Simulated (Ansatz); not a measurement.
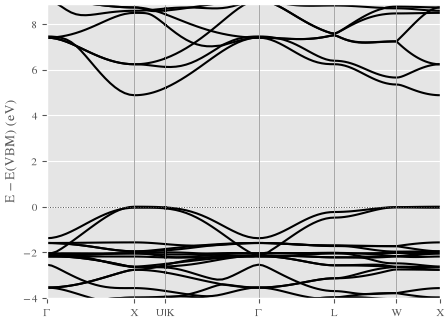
Fig. 1. Band structure from r²SCAN in the plane-wave PAW code Ansatz

Question: Read off the gap and where the band edges lie.

Answer: About 4.9 eV (4.89 eV by a search for the band edges); maximum at X, minimum at X.

The material is NaTl2GaF6 in space group Fm-3m (No. 225; Na on 4b, Tl on 8c, Ga on 4a, F on 24e).

The workflow started from a Materials Project entry (that database holds measured and hypothetical structures alike); the Crystallography Open Database copy checked does not list it. Whether it is the stable phase at ambient conditions was not checked. The cell was relaxed with r²SCAN under the symmetry of its start; whether a distortion lowers the energy is not shown. Scalar-relativistic: spin–orbit coupling is off unless named, which matters more the heavier the elements.

Potentials: the later of the program's two PAW sets.
